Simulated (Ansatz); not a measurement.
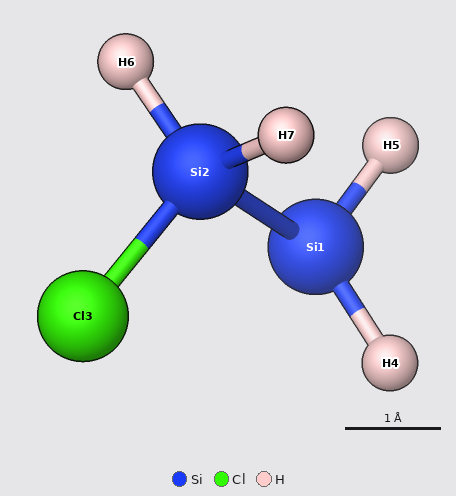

The input geometry of the first run (ball-and-stick view, seen at a tilt; atoms are numbered from 1 in the order of the input). Bond lengths as drawn: Cl–Si 2.06 Å, H–Si 1.45 to 1.53 Å and Si–Si 2.35 Å.

# Si2H4Cl: a changed input and its effect

System: Si2H4Cl, multiplicity 2, SMILES [SiH2][SiH2]Cl.
Method of the first run: UHF-CCSD(T), frozen core/def2-TZVPP (Ansatz 0.2.0).

The geometry: displaced from PBE0-D4/def2-TZVP. Text and figures count atoms from 1; the logs count them from 0 in places.

### Input file, the first run
```yaml
crystal:
  periodic: [false, false, false]
  atoms:
    - {symbol: Si, position_ang: [-1.319583, 0.209240, -0.507303]}
    - {symbol: Si, position_ang: [0.776235, -0.066706, 0.518347]}
    - {symbol: Cl, position_ang: [0.866660, -1.996191, 1.224144]}
    - {symbol: H, position_ang: [-1.537767, -0.771649, -1.602885]}
    - {symbol: H, position_ang: [-1.578668, 1.616394, -0.888584]}
    - {symbol: H, position_ang: [0.927472, 0.870782, 1.611224]}
    - {symbol: H, position_ang: [1.937734, 0.131855, -0.457972]}
basis:
  gaussian: {orbitals: def2-TZVPP}
magnetization: {spin_polarized: true, initial_magnetization: 1}
correlation: {method: ccsd_t}
scf: {omitted_lower_state_checks: [cluster_reference]}
output: {forces: true}
```

Hardware: 4 CPU threads, shared host.

### Output (the first run)
```
Functional definition: HF
  exchange = exact_x
  correlation = 0
these checks for a lower state are left out or cut short: cluster_reference
1039 factors; integrals over basis functions are off by at most 9.0e-4 eV
mean field evaluation 1: about -28291.1372 eV, gradient 1.1e1 eV
mean field evaluation 2: about -28291.1415 eV, gradient 1.1e1 eV
mean field evaluation 4: about -28292.5933 eV, gradient 2.0e0 eV
mean field evaluation 8: about -28292.6440 eV, gradient 2.9e-3 eV
mean field -28292.64396833 eV, -1039.7354883931 hartree, gradient 8.2e-6 eV, S^2 0.759650; 0 other end points of the search recorded, 0 dependent functions left out
15 core orbitals not correlated: weight in the atoms' cores, before any rotation towards them, 1.000 or more for the frozen orbitals, at most 0.000 for the correlated occupied ones
reference -28292.64396833 eV, -1039.7354883931 hartree; 10, 9 occupied and 157, 158 virtual orbitals, 1039 factors
second order -11.33210239 eV of doubles, -0.00000000 eV of singles
cycle   1  -12.38503914 eV  change    -1.1e0 eV  update   8.1e-2
cycle   2  -12.78864000 eV  change   -4.0e-1 eV  update   2.8e-2
cycle   3  -12.82871195 eV  change   -4.0e-2 eV  update   1.0e-2
cycle   4  -12.82403368 eV  change    4.7e-3 eV  update   4.2e-3
cycle   5  -12.82337399 eV  change    6.6e-4 eV  update   1.6e-3
cycle   6  -12.82338815 eV  change   -1.4e-5 eV  update   7.3e-4
cycle   7  -12.82352115 eV  change   -1.3e-4 eV  update   3.2e-4
cycle   8  -12.82366324 eV  change   -1.4e-4 eV  update   1.4e-4
cycle   9  -12.82366012 eV  change    3.1e-6 eV  update   6.6e-5
cycle  10  -12.82363159 eV  change    2.9e-5 eV  update   3.2e-5
cycle  11  -12.82363940 eV  change   -7.8e-6 eV  update   1.5e-5
cycle  12  -12.82363954 eV  change   -1.4e-7 eV  update   6.1e-6
cycle  13  -12.82364215 eV  change   -2.6e-6 eV  update   2.2e-6
perturbative correction -0.49399177 eV, -0.0181538628 hartree
the calculation of the forces begins
Total energy: -28305.96160224 eV, -1040.2249024125 hartree
Atom 0 at    -1.319583     0.209240    -0.507303 Å, force     0.285923    -0.148812     0.224443 eV/Å
Atom 1 at     0.776235    -0.066706     0.518347 Å, force     0.264233    -0.040364    -1.191827 eV/Å
Atom 2 at     0.866660    -1.996191     1.224144 Å, force     0.070580    -0.154339     0.108312 eV/Å
Atom 3 at    -1.537767    -0.771649    -1.602885 Å, force    -0.049008     0.158724    -0.018800 eV/Å
Atom 4 at    -1.578668     1.616394    -0.888584 Å, force    -0.067679    -0.000411    -0.145733 eV/Å
Atom 5 at     0.927472     0.870782     1.611224 Å, force     0.086428     0.316338     0.483364 eV/Å
Atom 6 at     1.937734     0.131855    -0.457972 Å, force    -0.590477    -0.131136     0.540241 eV/Å
Dipole moment:    -0.063333     0.231272    -0.089413 e Å
Checks for a lower state left out: cluster_reference
```

For the second run the input was changed thus:
```diff
-    - {symbol: Si, position_ang: [-1.319583, 0.209240, -0.507303]}
-    - {symbol: Si, position_ang: [0.776235, -0.066706, 0.518347]}
-    - {symbol: Cl, position_ang: [0.866660, -1.996191, 1.224144]}
-    - {symbol: H, position_ang: [-1.537767, -0.771649, -1.602885]}
-    - {symbol: H, position_ang: [-1.578668, 1.616394, -0.888584]}
-    - {symbol: H, position_ang: [0.927472, 0.870782, 1.611224]}
-    - {symbol: H, position_ang: [1.937734, 0.131855, -0.457972]}
+    - {symbol: Si, position_ang: [-1.308223, 0.178809, -0.508176]}
+    - {symbol: Si, position_ang: [0.765854, -0.112310, 0.534426]}
+    - {symbol: Cl, position_ang: [0.866110, -2.041295, 1.289002]}
+    - {symbol: H, position_ang: [-1.604911, -0.780576, -1.594060]}
+    - {symbol: H, position_ang: [-1.588447, 1.611565, -0.873717]}
+    - {symbol: H, position_ang: [0.928957, 0.840859, 1.679903]}
+    - {symbol: H, position_ang: [2.012389, 0.096624, -0.451091]}
```

What does this change do to the results?

With the same method and basis, the second run lies 2.0 kcal/mol higher. The largest force goes from 1.221 to 1.692 eV/Å. The dipole moment goes from 1.23 to 1.30 D.

### Output (the second run)
```
Functional definition: HF
  exchange = exact_x
  correlation = 0
these checks for a lower state are left out or cut short: cluster_reference
1040 factors; integrals over basis functions are off by at most 9.2e-4 eV
mean field evaluation 1: about -28291.0023 eV, gradient 1.1e1 eV
mean field evaluation 2: about -28291.0062 eV, gradient 1.1e1 eV
mean field evaluation 4: about -28292.4743 eV, gradient 2.0e0 eV
mean field evaluation 8: about -28292.5285 eV, gradient 3.3e-3 eV
mean field -28292.52851272 eV, -1039.7312454778 hartree, gradient 9.1e-6 eV, S^2 0.760385; 0 other end points of the search recorded, 0 dependent functions left out
15 core orbitals not correlated: weight in the atoms' cores, before any rotation towards them, 1.000 or more for the frozen orbitals, at most 0.000 for the correlated occupied ones
reference -28292.52851272 eV, -1039.7312454778 hartree; 10, 9 occupied and 157, 158 virtual orbitals, 1040 factors
second order -11.34117344 eV of doubles, -0.00000000 eV of singles
cycle   1  -12.39687376 eV  change    -1.1e0 eV  update   8.3e-2
cycle   2  -12.80777759 eV  change   -4.1e-1 eV  update   2.8e-2
cycle   3  -12.85052078 eV  change   -4.3e-2 eV  update   1.1e-2
cycle   4  -12.84592630 eV  change    4.6e-3 eV  update   4.4e-3
cycle   5  -12.84526712 eV  change    6.6e-4 eV  update   1.7e-3
cycle   6  -12.84528445 eV  change   -1.7e-5 eV  update   7.7e-4
cycle   7  -12.84540280 eV  change   -1.2e-4 eV  update   3.3e-4
cycle   8  -12.84555135 eV  change   -1.5e-4 eV  update   1.4e-4
cycle   9  -12.84555399 eV  change   -2.6e-6 eV  update   6.3e-5
cycle  10  -12.84552468 eV  change    2.9e-5 eV  update   3.0e-5
cycle  11  -12.84553152 eV  change   -6.8e-6 eV  update   1.5e-5
cycle  12  -12.84553169 eV  change   -1.7e-7 eV  update   6.3e-6
cycle  13  -12.84553442 eV  change   -2.7e-6 eV  update   2.3e-6
perturbative correction -0.49974827 eV, -0.0183654102 hartree
the calculation of the forces begins
Total energy: -28305.87379541 eV, -1040.2216755710 hartree
Atom 0 at    -1.308223     0.178809    -0.508176 Å, force     0.034510     0.346092     0.205303 eV/Å
Atom 1 at     0.765854    -0.112310     0.534426 Å, force     1.258169     0.360522    -0.760318 eV/Å
Atom 2 at     0.866110    -2.041295     1.289002 Å, force     0.011593     0.130760    -0.081943 eV/Å
Atom 3 at    -1.604911    -0.780576    -1.594060 Å, force     0.018048     0.052632    -0.083420 eV/Å
Atom 4 at    -1.588447     1.611565    -0.873717 Å, force     0.066299    -0.396741    -0.013413 eV/Å
Atom 5 at     0.928957     0.840859     1.679903 Å, force    -0.079346    -0.231714    -0.304956 eV/Å
Atom 6 at     2.012389     0.096624    -0.451091 Å, force    -1.309274    -0.261551     1.038748 eV/Å
Dipole moment:    -0.095152     0.225474    -0.117045 e Å
Checks for a lower state left out: cluster_reference
```

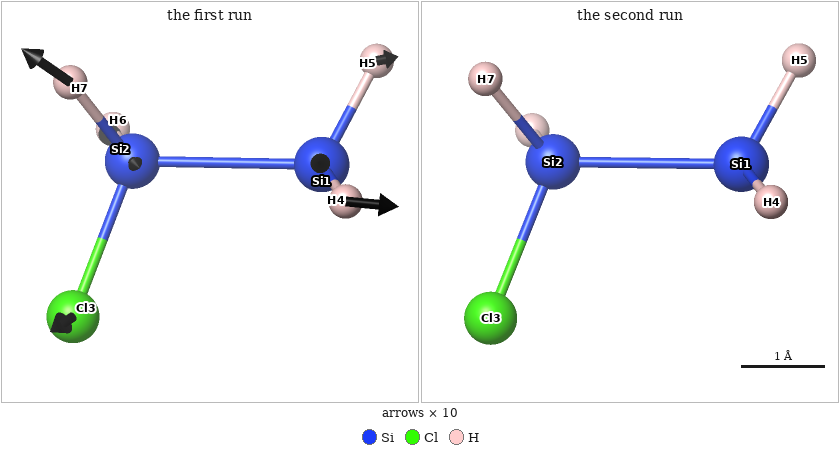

The two input geometries at one scale (ball-and-stick view, seen at a tilt). The black arrows on the first give the shifts of the atoms after the best rigid fit, magnified 10 times. The atom that moves furthest after the best rigid fit is H7 (0.077 Å). Largest moves by element: H 0.077 Å, Cl 0.041 Å, Si 0.029 Å. Among the contacts that change: Si2–H7 1.530 → 1.603 Å, Si2–H6 1.448 → 1.499 Å, Si1–H5 1.481 → 1.505 Å, Si2–Cl3 2.057 → 2.074 Å.

### The two runs side by side

| quantity | the first run | the second run |
| --- | --- | --- |
| outcome | converged | converged |
| total energy (hartree) | −1040.224902 | −1040.221676 |
| dipole moment (D) | 1.23 | 1.30 |
| ⟨S²⟩ | 0.760 | 0.760 |
| largest force (eV/Å) | 1.221 | 1.692 |
| basis functions | 182 | 182 |
| wall time (shared host) | 5.1 min | 5.2 min |
